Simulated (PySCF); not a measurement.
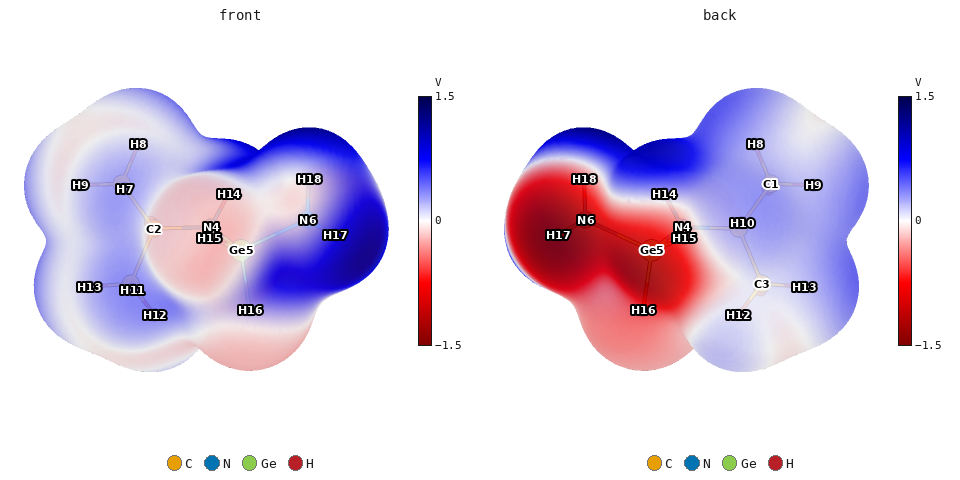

C3H12GeN2 (SMILES CC(C)[NH][GeH2][NH2]). The electrostatic potential painted on the density surface at 0.001 e/bohr³, seen from the front and from behind; red is negative and blue positive.

Geometry: GFN2-xTB.

All numbers below come from CAM-B3LYP/def2-SVPD, SCF density, gas phase in PySCF 2.14.0.

```xyz
18

C    -1.3261    1.2231    1.0604
C    -1.0668    0.5470   -0.2889
C    -1.7472   -0.8128   -0.3465
N     0.3484    0.3882   -0.5647
Ge    1.4566   -0.8534    0.1417
N     3.1043   -0.1963   -0.2304
H    -0.9153    0.6094    1.8606
H    -0.8494    2.2011    1.0912
H    -2.3930    1.3523    1.2270
H    -1.4871    1.1836   -1.0822
H    -1.3651   -1.4479    0.4518
H    -1.5328   -1.2881   -1.3002
H    -2.8233   -0.7084   -0.2331
H     0.7932    1.2852   -0.7006
H     1.2249   -1.1503    1.6248
H     1.3320   -2.1469   -0.6118
H     3.8728   -0.8438   -0.1360
H     3.3651    0.6643    0.2311
```

### Which sites attract a positive test charge, and which a negative one?

A positive charge is drawn to the negative regions and a negative charge to the positive ones. The most negative region (about −1.4 V) lies over N6, the most positive (about +1.2 V) over H17 and H18. N6 is the likeliest acceptor of a hydrogen bond.
